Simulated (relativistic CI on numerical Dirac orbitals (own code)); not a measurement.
**Ti²⁰⁺: one ion under different settings**

How much do the settings matter for Ti²⁰⁺? One ion, several inputs.

Method: Dirac-Coulomb-Breit CI, KLI orbitals optimised for each configuration, model QED (radiative potential, 1s self-energy scaled to tabulated hydrogen-like ionisation energies), numerical settings as typed. Code: relativistic CI on numerical Dirac orbitals (own code) version 3.

### Step 1. The system

* ion: Ti²⁰⁺ (Ti XXI)
* nuclear charge: 22
* electrons: 2
* isotope: A = 48

### Step 2. The usual input

Settings, as recorded:

```ini
atom Ti  Z=22  charge=20  electrons=2
nucleus A=48  rms_radius_fm=3.5921
hamiltonian dirac-coulomb  breit=on  qed=on  c_scale=1
orbitals kli  potential=per-configuration
slater_scale 1
correlation none
mixing on
grid step=0.0125 r_max=5.3
scf mixing=0.4 start=green max_iterations=150 tolerance=2e-08 node_fill=0.05
configurations
  1s2
  1s 2s
  1s 2p
end
```

The run is started by

```
> python run_levels.py task.json out
```

One command runs all members of the session, one after another, from task.json.

From the run's result record (rounded, not every field):

```text
{
  "status": "converged",
  "levels [i, E_cm, J2, conf, term, w_term, w_jj]": [
    [0, 0, 0, "1s2", "1S", 1, 1],
    [1, 37913157, 2, "1s 2s", "3S", 1, 1],
    [2, 38104497, 0, "1s 2p", "3P*", 1, 1],
    [3, 38115116, 2, "1s 2p", "3P*", 0.9584, 0.8411],
    [4, 38123105, 0, "1s 2s", "1S", 1, 1],
    [5, 38170257, 4, "1s 2p", "3P*", 1, 1],
    [6, 38302299, 2, "1s 2p", "1P*", 0.9584, 0.8411]
  ],
  "total_energy [Ha]": -473.09298191,
  "n_levels_all": 7,
  "overlap": 7.52944e-15,
  "scf_iterations": [7, 7, 7],
  "orbital_energies [Ha]": {"1s": -229.867},
  "configurations [conf, odd, states, E_av_Ha, breit_Ha, qed_Ha]": [
    ["1s2", 0, 1, -473.3886291, 0.1368, 0.1589],
    ["1s 2s", 0, 4, -300.205559, 0.006556, 0.09219],
    ["1s 2p", 1, 12, -299.2022882, 0.008464, 0.08195]
  ],
  "scf_steps of the first configuration [iteration, E_Ha, residual, outer_eigenvalue_Ha]": [
    [1, -473.2693325, 0.768, -242.4],
    [2, -473.3460502, 0.461, -237.3],
    [3, -473.388622, 0.00218, -229.8],
    [4, -473.3886291, 6.3e-05, -229.9],
    [5, -473.3886291, 9.03e-07, -229.9],
    [6, -473.3886291, 3.73e-08, -229.9],
    [7, -473.3886291, 1.33e-10, -229.9]
  ]
}
```

Run time: 0.043 s. Hardware: 1 thread, shared host.

### Step 3. End of the grid 15.9, Breit term off

Settings, as recorded:

```ini
atom Ti  Z=22  charge=20  electrons=2
nucleus A=48  rms_radius_fm=3.5921
hamiltonian dirac-coulomb  breit=off  qed=on  c_scale=1
orbitals kli  potential=per-configuration
slater_scale 1
correlation none
mixing on
grid step=0.0125 r_max=15.9
scf mixing=0.4 start=green max_iterations=150 tolerance=2e-08 node_fill=0.05
configurations
  1s2
  1s 2s
  1s 2p
end
```

Results of the run:

```text
{
  "status": "converged",
  "levels [i, E_cm, J2, conf, term, w_term]": [
    [0, 0, 0, "1s2", "1S", 1],
    [1, 37943167, 2, "1s 2s", "3S", 1],
    [2, 38123847, 0, "1s 2p", "3P*", 1],
    [3, 38142280, 2, "1s 2p", "3P*", 0.964],
    [4, 38147340, 0, "1s 2s", "1S", 1],
    [5, 38199654, 4, "1s 2p", "3P*", 1],
    [6, 38332291, 2, "1s 2p", "1P*", 0.964]
  ],
  "total_energy [Ha]": -473.22970997,
  "n_levels_all": 7,
  "overlap": 7.52944e-15,
  "scf_iterations": [7, 7, 7],
  "orbital_energies [Ha]": {"1s": -229.867},
  "configurations [conf, odd, states, E_av_Ha, breit_Ha, qed_Ha]": [
    ["1s2", 0, 1, -473.3886291, 0, 0.1589],
    ["1s 2s", 0, 4, -300.205559, 0, 0.09219],
    ["1s 2p", 1, 12, -299.2022882, 0, 0.08195]
  ],
  "scf_steps of the first configuration [iteration, E_Ha, residual, outer_eigenvalue_Ha]": [
    [1, -473.2693325, 0.768, -242.4],
    [2, -473.3460502, 0.461, -237.3],
    [3, -473.388622, 0.00218, -229.8],
    [4, -473.3886291, 6.3e-05, -229.9],
    [5, -473.3886291, 9.03e-07, -229.9],
    [6, -473.3886291, 3.73e-08, -229.9],
    [7, -473.3886291, 1.33e-10, -229.9]
  ]
}
```

Wall time 0.043 s (1 thread, shared host).

### Step 4. QED terms off

Settings, as recorded:

```ini
atom Ti  Z=22  charge=20  electrons=2
nucleus A=48  rms_radius_fm=3.5921
hamiltonian dirac-coulomb  breit=on  qed=off  c_scale=1
orbitals kli  potential=per-configuration
slater_scale 1
correlation none
mixing on
grid step=0.0125 r_max=5.3
scf mixing=0.4 start=green max_iterations=150 tolerance=2e-08 node_fill=0.05
configurations
  1s2
  1s 2s
  1s 2p
end
```

Results of the run:

```text
{
  "status": "converged",
  "levels [i, E_cm, J2, conf, term, w_term]": [
    [0, 0, 0, "1s2", "1S", 1],
    [1, 37927797, 2, "1s 2s", "3S", 1],
    [2, 38121499, 0, "1s 2p", "3P*", 1],
    [3, 38132090, 2, "1s 2p", "3P*", 0.9585],
    [4, 38137737, 0, "1s 2s", "1S", 1],
    [5, 38187086, 4, "1s 2p", "3P*", 1],
    [6, 38319157, 2, "1s 2p", "1P*", 0.9585]
  ],
  "total_energy [Ha]": -473.25187388,
  "n_levels_all": 7,
  "overlap": 7.52944e-15,
  "scf_iterations": [7, 7, 7],
  "orbital_energies [Ha]": {"1s": -229.867},
  "configurations [conf, odd, states, E_av_Ha, breit_Ha, qed_Ha]": [
    ["1s2", 0, 1, -473.3886291, 0.1368, 0],
    ["1s 2s", 0, 4, -300.205559, 0.006556, 0],
    ["1s 2p", 1, 12, -299.2022882, 0.008464, 0]
  ],
  "scf_steps of the first configuration [iteration, E_Ha, residual, outer_eigenvalue_Ha]": [
    [1, -473.2693325, 0.768, -242.4],
    [2, -473.3460502, 0.461, -237.3],
    [3, -473.388622, 0.00218, -229.8],
    [4, -473.3886291, 6.3e-05, -229.9],
    [5, -473.3886291, 9.03e-07, -229.9],
    [6, -473.3886291, 3.73e-08, -229.9],
    [7, -473.3886291, 1.33e-10, -229.9]
  ]
}
```

Run time: 0.022 s. Hardware: 1 thread, shared host.

### Step 5. Breit term off, nuclear radius 4.6697

Settings: those of step 4 with these lines changed.

```diff
@@ -1,4 +1,4 @@
 atom Ti  Z=22  charge=20  electrons=2
-nucleus A=48  rms_radius_fm=3.5921
-hamiltonian dirac-coulomb  breit=on  qed=off  c_scale=1
+nucleus A=48  rms_radius_fm=4.6697
+hamiltonian dirac-coulomb  breit=off  qed=on  c_scale=1
 orbitals kli  potential=per-configuration
```

Results of the run:

```text
{
  "status": "converged",
  "levels [i, E_cm, J2, conf, term, w_term]": [
    [0, 0, 0, "1s2", "1S", 1],
    [1, 37943065, 2, "1s 2s", "3S", 1],
    [2, 38123729, 0, "1s 2p", "3P*", 1],
    [3, 38142162, 2, "1s 2p", "3P*", 0.964],
    [4, 38147237, 0, "1s 2s", "1S", 1],
    [5, 38199536, 4, "1s 2p", "3P*", 1],
    [6, 38332174, 2, "1s 2p", "1P*", 0.964]
  ],
  "total_energy [Ha]": -473.22860832,
  "n_levels_all": 7,
  "overlap": 7.5942e-15,
  "scf_iterations": [7, 7, 7],
  "orbital_energies [Ha]": {"1s": -229.866},
  "configurations [conf, odd, states, E_av_Ha, breit_Ha, qed_Ha]": [
    ["1s2", 0, 1, -473.3875222, 0, 0.1589],
    ["1s 2s", 0, 4, -300.2049223, 0, 0.09219],
    ["1s 2p", 1, 12, -299.2017213, 0, 0.08195]
  ],
  "scf_steps of the first configuration [iteration, E_Ha, residual, outer_eigenvalue_Ha]": [
    [1, -473.268226, 0.768, -242.4],
    [2, -473.3449434, 0.461, -237.3],
    [3, -473.3875151, 0.00218, -229.8],
    [4, -473.3875221, 6.3e-05, -229.9],
    [5, -473.3875221, 9.03e-07, -229.9],
    [6, -473.3875221, 3.73e-08, -229.9],
    [7, -473.3875221, 1.33e-10, -229.9]
  ]
}
```

It took 0.044 s on 1 thread, shared host.

The changed nuclear radius is not that of the isotope named.

### Step 6. Slater scale -1

Settings, as recorded:

```ini
atom Ti  Z=22  charge=20  electrons=2
nucleus A=48  rms_radius_fm=3.5921
hamiltonian dirac-coulomb  breit=on  qed=on  c_scale=1
orbitals kli  potential=per-configuration
slater_scale -1
correlation none
mixing on
grid step=0.0125 r_max=5.3
scf mixing=0.4 start=green max_iterations=64 tolerance=2e-08 node_fill=0.05
configurations
  1s2
  1s 2s
  1s 2p
end
```

Results of the run:

```text
{
  "status": "converged",
  "levels [i, E_cm, J2, conf, term, w_term]": [
    [0, 0, 0, "1s2", "1S", 1],
    [1, 37816849, 0, "1s 2s", "1S", 1],
    [2, 38015243, 2, "1s 2s", "3S", 1],
    [3, 38057983, 2, "1s 2p", "1P*", 0.9343],
    [4, 38181010, 0, "1s 2p", "3P*", 1],
    [5, 38208852, 2, "1s 2p", "3P*", 0.9343],
    [6, 38245303, 4, "1s 2p", "3P*", 1]
  ],
  "total_energy [Ha]": -473.09298236,
  "n_levels_all": 7,
  "overlap": 7.52944e-15,
  "scf_iterations": [7, 7, 7],
  "orbital_energies [Ha]": {"1s": -229.867},
  "configurations [conf, odd, states, E_av_Ha, breit_Ha, qed_Ha]": [
    ["1s2", 0, 1, -473.3886291, 0.1368, 0.1589],
    ["1s 2s", 0, 4, -300.205559, 0.006556, 0.09219],
    ["1s 2p", 1, 12, -299.2022882, 0.008464, 0.08195]
  ],
  "scf_steps of the first configuration [iteration, E_Ha, residual, outer_eigenvalue_Ha]": [
    [1, -473.2693325, 0.768, -242.4],
    [2, -473.3460502, 0.461, -237.3],
    [3, -473.388622, 0.00218, -229.8],
    [4, -473.3886291, 6.3e-05, -229.9],
    [5, -473.3886291, 9.03e-07, -229.9],
    [6, -473.3886291, 3.73e-08, -229.9],
    [7, -473.3886291, 1.33e-10, -229.9]
  ]
}
```

Run time: 0.046 s. Hardware: 1 thread, shared host.

This setting is unsound; the numbers are not properties of the ion.

### Step 7. Grid step 0.3

Settings, as recorded:

```ini
atom Ti  Z=22  charge=20  electrons=2
nucleus A=48  rms_radius_fm=3.5921
hamiltonian dirac-coulomb  breit=on  qed=on  c_scale=1
orbitals kli  potential=per-configuration
slater_scale 1
correlation none
mixing on
grid step=0.3 r_max=5.3
scf mixing=0.4 start=green max_iterations=75 tolerance=2e-08 node_fill=0.05
configurations
  1s2
  1s 2s
  1s 2p
end
```

Results of the run:

```text
{
  "status": "converged",
  "warnings": ["orbitals of one symmetry overlap by 7.1e-01", "an occupied orbital reaches the end of the grid"],
  "levels [i, E_cm, J2, conf, term, w_term]": [
    [0, 0, 0, "1s2", "1S", 1],
    [1, 33326024, 2, "1s 2s", "3S", 1],
    [2, 38227589, 0, "1s 2s", "1S", 1],
    [3, 41884010, 0, "1s 2p", "3P*", 1],
    [4, 41919872, 2, "1s 2p", "3P*", 0.9255],
    [5, 42118816, 4, "1s 2p", "3P*", 1],
    [6, 42397307, 2, "1s 2p", "1P*", 0.9255]
  ],
  "total_energy [Ha]": -473.08938603,
  "n_levels_all": 7,
  "overlap": 0.710705,
  "scf_iterations": [7, 9, 6],
  "orbital_energies [Ha]": {"1s": -229.863},
  "configurations [conf, odd, states, E_av_Ha, breit_Ha, qed_Ha]": [
    ["1s2", 0, 1, -473.3844468, 0.1368, 0.1591],
    ["1s 2s", 0, 4, -315.9824997, 0.09578, 0.2268],
    ["1s 2p", 1, 12, -281.2786119, 0.0181, 0.08222]
  ],
  "scf_steps of the first configuration [iteration, E_Ha, residual, outer_eigenvalue_Ha]": [
    [1, -473.2652152, 0.768, -242.4],
    [2, -473.3421968, 0.461, -237.3],
    [3, -473.3845116, 0.0022, -229.8],
    [4, -473.3844495, 6.31e-05, -229.9],
    [5, -473.3844467, 9.08e-07, -229.9],
    [6, -473.3844468, 3.75e-08, -229.9],
    [7, -473.3844468, 1.44e-10, -229.9]
  ]
}
```

It took 0.019 s on 1 thread, shared host.

A bad setting: its result is shown only for the comparison.

### Step 8. Comparison

| setting | total energy less usual (Ha) | largest shift of a level among the lowest eight of both runs, same label and place (cm⁻¹) | SCF iterations | time | lowest level | kind of change |
| --- | --- | --- | --- | --- | --- | --- |
| usual | 0 | 0 | 21 | 0.043 s | 1s2 1S0 | - |
| end of the grid 15.9, Breit term off | -0.137 | 30000 | 21 | 0.043 s | 1s2 1S0 | model term |
| QED terms off | -0.159 | 17000 | 21 | 0.022 s | 1s2 1S0 | model term |
| Breit term off, nuclear radius 4.6697 | -0.136 | 29900 | 21 | 0.044 s | 1s2 1S0 | unphysical constant |
| Slater scale -1 | -4.52e-07 | 306000 | 21 | 0.046 s | 1s2 1S0 | unsound |
| grid step 0.3 | 0.0036 | 4.59e+06 | 22 | 0.019 s | 1s2 1S0 | unsound |

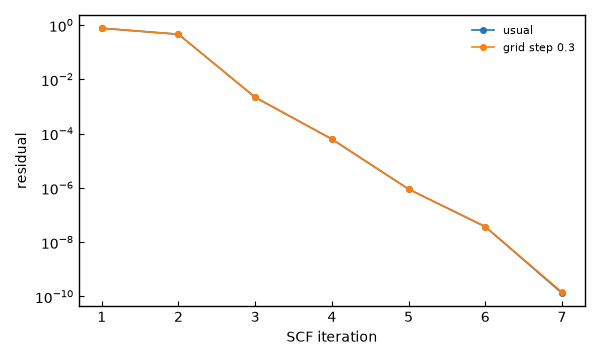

Residual of the first configuration's SCF.

### Step 9. Outcome

| quantity | value |
| --- | --- |
| lowest level, usual settings | 1s2 1S0 |
| total energy | -473.0930 Ha |
| first excitation | 4700.63 eV |

Among the runs whose levels can be followed, they move most under «grid step 0.3» (unsound), by up to 4.59e+06 cm⁻¹. Under «grid step 0.3» the program warns: orbitals of one symmetry overlap by 7.1e-01. Only the listed configurations are in the model.
